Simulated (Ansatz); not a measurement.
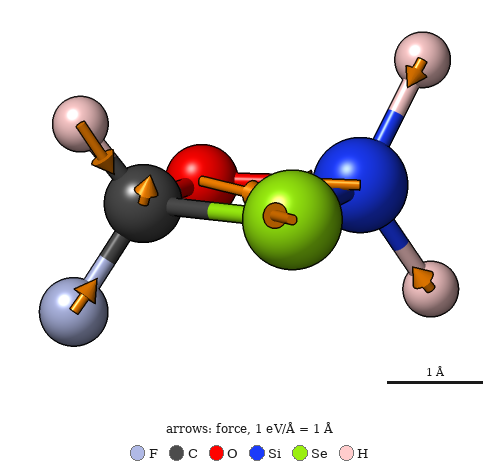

Starting geometry of CH3FOSeSi with the computed forces as orange arrows. The picture is a ball-and-stick view, seen at a tilt.

The start comes from PBE-D4/def2-SVP.

Computed with RKS PBE0-D4/def2-TZVP (Ansatz 0.2.0).

The input:
```yaml
crystal:
  periodic: [false, false, false]
  atoms:
    - {symbol: F, position_ang: [-1.479455, 1.637207, 0.347756]}
    - {symbol: C, position_ang: [-0.235708, 1.096884, 0.374227]}
    - {symbol: O, position_ang: [0.086284, 0.528417, -0.848468]}
    - {symbol: Si, position_ang: [0.314214, -1.125542, -0.438266]}
    - {symbol: Se, position_ang: [-0.143474, -0.481787, 1.701183]}
    - {symbol: H, position_ang: [0.485820, 1.883694, 0.685463]}
    - {symbol: H, position_ang: [-0.653575, -2.032932, -1.141961]}
    - {symbol: H, position_ang: [1.717994, -1.563041, -0.735834]}
basis:
  gaussian: {orbitals: def2-TZVP}
hamiltonian: {xc: pbe0, dispersion: d4}
relax: {f_tol: 0.005, max_steps: 150}
```

Run as
```bash
ansatz run in.yaml --threads 4 --pin off --events-out ev --progress --plain --max-ram 10444MiB
```

Is this structure relaxed? If not, where do the atoms go?

It isn't relaxed: the largest force vector, on O3, is 0.97 eV/Å. The final displacements follow the starting forces only in part (cosine between the two patterns 0.80). Over 4 accepted moves (5 points after the start) the energy falls by 5.65 kJ/mol. The largest force component goes from 0.76 to 0.0041 eV/Å. The line search rejected the trial step at point 4 of the run. The largest move after the best rigid fit is that of H7, 0.039 Å. Largest moves by element: H 0.039 Å, F 0.031 Å, Se 0.027 Å, C 0.024 Å, Si 0.023 Å, O 0.023 Å. Near-neighbour distances that change, for instance: C2–Se5 2.064 → 2.017 Å, O3–Si4 1.719 → 1.676 Å, Si4–Se5 2.281 → 2.258 Å, C2–H6 1.112 → 1.091 Å. The run took 29 s on 4 threads of Arm Neoverse V2, with other jobs on the host.
